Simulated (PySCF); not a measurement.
# C3H10OSi2: electronic excitations at several levels of theory

Aim: compute the electronic excitations of C3H10OSi2 (`C=C[Si@@H](C)O[SiH3]`) at several levels, and see how far they spread and what each costs.

Programs: PySCF 2.14.0, with density-fitted response routines of our own. Each step states its level of theory. These are calculated values for one molecule in the gas phase, unless marked as measured. Atoms count from 0, in the outputs and in this text.

## 1. Starting geometry

16 atoms, charge 0, multiplicity 1; geometry from: GFN2-xTB.

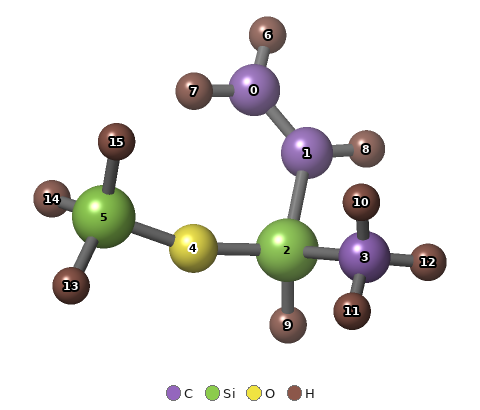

As it starts; carbon purple, silicon green, oxygen yellow, hydrogen brown, atoms numbered.

## 2. Geometry optimisation at PBE0-D3(BJ)/def2-SVP

The job: settings as JSON, then the geometry in Å.

```
{"job": {"xc": "PBE0", "basis": "def2-SVP", "d3": "d3bj", "grid": 1, "kind": "geom"}, "charge": 0, "multiplicity": 1}
C      1.893257     1.269479    -0.387072
C      1.798902    -0.002437    -0.033240
Si     0.207942    -1.015428    -0.061794
C     -0.258890    -1.545329     1.700960
O     -1.010464    -0.130999    -0.673693
Si    -1.923283     1.113449    -1.151904
H      2.821599     1.820717    -0.356028
H      1.028794     1.818068    -0.727816
H      2.696006    -0.510091     0.301553
H      0.319752    -2.154625    -0.979756
H     -0.370889    -0.686655     2.357970
H     -1.197871    -2.090751     1.709029
H      0.501377    -2.191247     2.128949
H     -3.262930     0.557071    -1.325860
H     -1.361294     1.619316    -2.405110
H     -1.889610     2.138407    -0.107599
```

Standard output:

```text
step   0  E = -773.80930876  max force = 0.019728
step   1  E = -773.81524954  max force = 0.004463
step   2  E = -773.81571830  max force = 0.001631
step   3  E = -773.81574803  max force = 0.000519
step   4  E = -773.81575032  max force = 0.000540
step   5  E = -773.81575670  max force = 0.000253
optimisation converged
```

Run time: 46 s. Hardware: 1 thread, shared host.

Relaxation path:

```csv
step,energy from step 0 (eV),largest force component (eV/Å)
0,0.0000,1.0145
1,-0.1617,0.2295
2,-0.1744,0.0839
3,-0.1752,0.0267
4,-0.1753,0.0278
5,-0.1755,0.0130
```

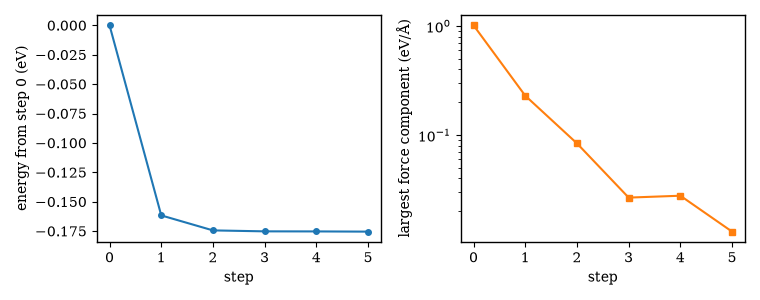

Energy and force, step by step.

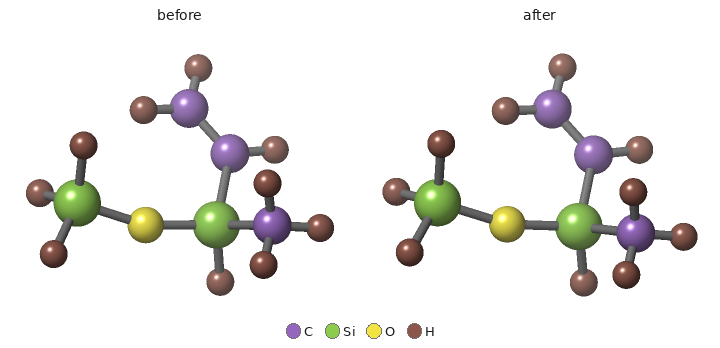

Before and after, at one scale.

Distances of close pairs at the start and the end, largest changes first:

```csv
bond,before (Å),after (Å),change (Å)
Si5–H15,1.464,1.495,+0.032
Si5–H13,1.461,1.492,+0.031
Si2–O4,1.625,1.656,+0.031
Si5–H14,1.464,1.495,+0.031
Si2–C3,1.899,1.868,-0.031
Si2–H9,1.467,1.496,+0.028
O4–Si5,1.616,1.644,+0.028
C1–Si2,1.886,1.868,-0.018
```

The end geometry stands in the next job.

```csv
at the end point,value
point group (found at 0.08 Å tolerance),C1
"rotational constants (GHz, main isotopes)","2.730, 1.580, 1.109"
dipole moment (D),0.92
```

## 3. Excited states and response: HF/def2-SVPD

The job: settings as JSON, then the geometry in Å.

```
{"job": {"kind": "uv", "xc": "HF", "basis": "def2-SVPD", "ip": true}, "charge": 0, "multiplicity": 1}
C      1.918185     1.211902    -0.278166
C      1.834741    -0.077997     0.065005
Si     0.266394    -1.089888    -0.021315
C     -0.193521    -1.749480     1.665175
O     -0.965991    -0.146560    -0.599828
Si    -1.910722     1.107677    -1.086695
H      2.854252     1.777517    -0.210285
H      1.049920     1.769627    -0.647847
H      2.749293    -0.572623     0.422084
H      0.459843    -2.229944    -0.969819
H     -0.327534    -0.925474     2.382701
H     -1.130501    -2.325380     1.616632
H      0.595717    -2.414900     2.050233
H     -3.308952     0.627748    -1.291045
H     -1.399210     1.677726    -2.370175
H     -1.915633     2.188729    -0.053499
```

Level: TDDFT HF/def2-SVPD, vertical, gas phase, core orbitals frozen in the response.

Standard output:

```text
final grid: 122408 points
cycle   1  E = -771.8151826866  dE =  4.136e-01  |g| = 5.968e-01  |ddm| = 5.107e+00
cycle   2  E = -771.8943780591  dE = -7.920e-02  |g| = 3.401e-01  |ddm| = 1.580e+00
cycle   3  E = -771.9174466618  dE = -2.307e-02  |g| = 7.961e-02  |ddm| = 5.045e-01
cycle   4  E = -771.9194462591  dE = -2.000e-03  |g| = 7.626e-03  |ddm| = 3.259e-01
cycle   5  E = -771.9194758994  dE = -2.964e-05  |g| = 2.465e-03  |ddm| = 4.770e-02
cycle   6  E = -771.9194787033  dE = -2.804e-06  |g| = 8.741e-04  |ddm| = 1.127e-02
cycle   7  E = -771.9194790901  dE = -3.868e-07  |g| = 2.619e-04  |ddm| = 3.001e-03
cycle   8  E = -771.9194791266  dE = -3.650e-08  |g| = 6.978e-05  |ddm| = 1.044e-03
cycle   9  E = -771.9194791303  dE = -3.644e-09  |g| = 2.966e-05  |ddm| = 3.120e-04
cycle  10  E = -771.9194791309  dE = -6.289e-10  |g| = 1.028e-05  |ddm| = 1.213e-04
converged SCF energy = -771.9194791309

Static polarisability (au): isotropic 86.106, principal 74.329 85.870 98.119

Singlet excitations
state   eV       nm        f      main configurations
  1   7.2300    171.5   0.46292   H->L+2 0.25, H->L+3 0.21, H->L+4 0.16
  2   7.5783    163.6   0.00360   H-1->L+2 0.17, H-1->L+3 0.15, H-1->L+5 0.12
  3   7.9933    155.1   0.04981   H->L 0.35, H->L+2 0.24, H->L+4 0.12
  4   8.7359    141.9   0.00688   H->L+3 0.43, H->L+2 0.17
  5   8.8953    139.4   0.00370   H-2->L+1 0.13, H-2->L 0.10, H-2->L+3 0.09
  6   8.9308    138.8   0.00698   H-1->L+1 0.13, H-3->L+1 0.11, H-1->L+2 0.09
  7   9.2486    134.1   0.02982   H->L 0.30, H->L+6 0.14, H->L+9 0.14
  8   9.3653    132.4   0.02022   H->L+4 0.33, H->L+10 0.14
  9   9.5339    130.0   0.02191   H->L+9 0.14, H-1->L 0.13, H->L+5 0.11
 10   9.6156    128.9   0.01526   H-5->L+2 0.09

Triplet excitations (Tamm-Dancoff, eV): 3.5278 6.8410 7.6763 8.1467
Vertical ionisation energy (delta-SCF) = 8.7551 eV
```

Run time: 23 s. Hardware: 1 thread, shared host.

The orbitals next to the gap, with their largest atomic shares:

```csv
orbital,eV,atoms
HOMO−3,-12.75,"Si5 26 %, H13 22 %, O4 10 %"
HOMO−2,-11.89,"O4 22 %, Si2 14 %, H9 12 %"
HOMO−1,-11.71,"C1 21 %, O4 14 %, Si2 14 %"
HOMO,-10.30,"C1 38 %, C0 36 %, Si2 7 %"
LUMO,2.42,"Si5 29 %, Si2 19 %, C0 9 %"
LUMO+1,2.72,"Si5 42 %, H14 10 %, H15 10 %"
LUMO+2,3.02,"C0 25 %, C3 10 %, H6 9 %"
```

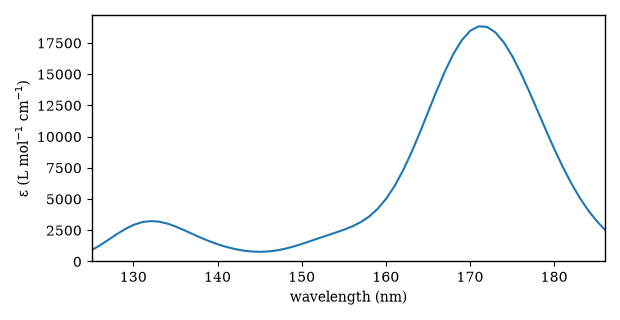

Absorption spectrum: each of the 10 states is a Gaussian band of 0.4 eV half-width at 1/e. Beyond the last state computed it falls off for lack of states.

Ground-state properties from the same run:

```csv
property,computed
dipole moment (D),0.89
polarisability (Å³),12.76
HOMO–LUMO gap (eV),12.73
−ε(HOMO) (eV),10.30
```

## 4. TDDFT and polarisability: LDA/def2-SVPD

Same as in step 3 but for these lines:

```diff
@@ -1,2 +1,2 @@
-{"job": {"kind": "uv", "xc": "HF", "basis": "def2-SVPD", "ip": true}, "charge": 0, "multiplicity": 1}
+{"job": {"kind": "uv", "xc": "LDA", "basis": "def2-SVPD", "ip": true}, "charge": 0, "multiplicity": 1}
 C      1.918185     1.211902    -0.278166
```

Level: TDDFT LDA/def2-SVPD, vertical, gas phase, core orbitals frozen in the response.

Standard output:

```text
coarse grid: 13792 points
cycle   1  E = -769.9725020566  dE =  2.783e-01  |g| = 9.535e-01  |ddm| = 6.031e+00
cycle   2  E = -769.1185378430  dE =  8.540e-01  |g| = 2.191e+00  |ddm| = 3.316e+00
cycle   3  E = -770.1437170456  dE = -1.025e+00  |g| = 3.307e-01  |ddm| = 2.533e+00
cycle   4  E = -770.1684246636  dE = -2.471e-02  |g| = 1.043e-01  |ddm| = 5.906e-01
cycle   5  E = -770.1710069854  dE = -2.582e-03  |g| = 2.258e-02  |ddm| = 1.664e-01
cycle   6  E = -770.1711722143  dE = -1.652e-04  |g| = 6.760e-03  |ddm| = 6.207e-02
cycle   7  E = -770.1711834334  dE = -1.122e-05  |g| = 2.219e-03  |ddm| = 1.297e-02
cycle   8  E = -770.1711845895  dE = -1.156e-06  |g| = 9.389e-04  |ddm| = 3.765e-03
final grid: 122408 points
cycle   9  E = -770.2920629063  dE = -3.339e-05  |g| = 3.863e-03  |ddm| = 1.621e-01
cycle  10  E = -770.2920521256  dE =  1.078e-05  |g| = 7.288e-03  |ddm| = 1.506e-02
cycle  11  E = -770.2920661460  dE = -1.402e-05  |g| = 1.799e-03  |ddm| = 9.703e-03
cycle  12  E = -770.2920670222  dE = -8.761e-07  |g| = 2.684e-04  |ddm| = 2.133e-03
cycle  13  E = -770.2920670418  dE = -1.963e-08  |g| = 7.632e-05  |ddm| = 6.577e-04
cycle  14  E = -770.2920670436  dE = -1.790e-09  |g| = 1.639e-05  |ddm| = 1.672e-04
cycle  15  E = -770.2920670436  dE = -6.867e-11  |g| = 6.657e-06  |ddm| = 3.608e-05
converged SCF energy = -770.2920670436

Static polarisability (au): isotropic 98.442, principal 83.475 101.159 110.693

Singlet excitations
state   eV       nm        f      main configurations
  1   5.4094    229.2   0.03323   H->L 0.59, H-2->L 0.40
  2   5.4595    227.1   0.00173   H-1->L 0.97
  3   5.9052    210.0   0.00402   H->L+1 0.98
  4   6.1269    202.4   0.00507   H-1->L+1 0.99
  5   6.3724    194.6   0.01199   H-2->L+1 0.76, H-3->L 0.15
  6   6.4002    193.7   0.00129   H-3->L 0.81, H-2->L+1 0.16
  7   6.4530    192.1   0.10371   H-4->L 0.56, H-2->L 0.19, H->L 0.14
  8   6.8290    181.6   0.00941   H->L+2 0.96
  9   7.0264    176.5   0.00589   H-1->L+2 0.95
 10   7.0547    175.7   0.04517   H->L+3 0.84

Triplet excitations (Tamm-Dancoff, eV): 4.5561 5.1909 5.3844 5.8123
Vertical ionisation energy (delta-SCF) = 9.3099 eV
```

It took 2.7 min on 1 thread, shared host.

Key values: HOMO -6.81 eV, LUMO -1.68 eV; lowest singlet 5.41 eV.

## 5. Ultraviolet spectrum: PBE/def2-SVPD

Same as in step 4 but for these lines:

```diff
@@ -1,2 +1,2 @@
-{"job": {"kind": "uv", "xc": "LDA", "basis": "def2-SVPD", "ip": true}, "charge": 0, "multiplicity": 1}
+{"job": {"kind": "uv", "xc": "PBE", "basis": "def2-SVPD", "ip": true}, "charge": 0, "multiplicity": 1}
 C      1.918185     1.211902    -0.278166
```

With the program's defaults for keys left out, this is: TDDFT PBE/def2-SVPD, vertical, gas phase, core orbitals frozen in the response.

Standard output:

```text
coarse grid: 13792 points
cycle   1  E = -773.3974627173  dE =  2.728e-01  |g| = 9.485e-01  |ddm| = 5.950e+00
cycle   2  E = -772.6091277683  dE =  7.883e-01  |g| = 2.119e+00  |ddm| = 3.239e+00
cycle   3  E = -773.5670784172  dE = -9.580e-01  |g| = 3.158e-01  |ddm| = 2.478e+00
cycle   4  E = -773.5900179763  dE = -2.294e-02  |g| = 9.970e-02  |ddm| = 6.038e-01
cycle   5  E = -773.5924255031  dE = -2.408e-03  |g| = 2.230e-02  |ddm| = 1.700e-01
cycle   6  E = -773.5925898237  dE = -1.643e-04  |g| = 6.018e-03  |ddm| = 6.259e-02
cycle   7  E = -773.5925991909  dE = -9.367e-06  |g| = 1.781e-03  |ddm| = 1.242e-02
final grid: 122408 points
cycle   8  E = -773.7324941383  dE = -1.002e-05  |g| = 1.538e-02  |ddm| = 1.837e-01
cycle   9  E = -773.7323469238  dE =  1.472e-04  |g| = 3.005e-02  |ddm| = 5.021e-02
cycle  10  E = -773.7325462362  dE = -1.993e-04  |g| = 4.157e-03  |ddm| = 3.524e-02
cycle  11  E = -773.7325503028  dE = -4.067e-06  |g| = 3.507e-04  |ddm| = 5.125e-03
cycle  12  E = -773.7325503189  dE = -1.609e-08  |g| = 2.782e-04  |ddm| = 8.129e-04
cycle  13  E = -773.7325503399  dE = -2.098e-08  |g| = 4.976e-05  |ddm| = 3.838e-04
cycle  14  E = -773.7325503407  dE = -7.803e-10  |g| = 7.507e-06  |ddm| = 1.056e-04
converged SCF energy = -773.7325503407

Static polarisability (au): isotropic 96.456, principal 81.604 99.080 108.685

Singlet excitations
state   eV       nm        f      main configurations
  1   5.5466    223.5   0.03488   H->L 0.47, H-2->L 0.46
  2   5.6026    221.3   0.00242   H-1->L 0.91
  3   6.0191    206.0   0.00501   H->L+1 0.98
  4   6.2914    197.1   0.00443   H-1->L+1 0.99
  5   6.4840    191.2   0.01144   H-2->L+1 0.88
  6   6.5485    189.3   0.02236   H-3->L 0.77, H-2->L+1 0.08
  7   6.5901    188.1   0.10645   H-4->L 0.43, H->L 0.17, H-3->L 0.16
  8   6.8039    182.2   0.00212   H->L+2 0.94
  9   7.0453    176.0   0.01266   H->L+3 0.53, H-1->L+2 0.37
 10   7.0558    175.7   0.03436   H-1->L+2 0.62, H->L+3 0.32

Triplet excitations (Tamm-Dancoff, eV): 4.3219 5.2731 5.4907 5.9251
Vertical ionisation energy (delta-SCF) = 9.2008 eV
Vertical electron affinity (delta-SCF) = -0.8902 eV
```

Run time: 3.3 min. Hardware: 1 thread, shared host.

This run: HOMO -6.69 eV, LUMO -1.46 eV; lowest singlet 5.55 eV.

[end of part 1 of 2]
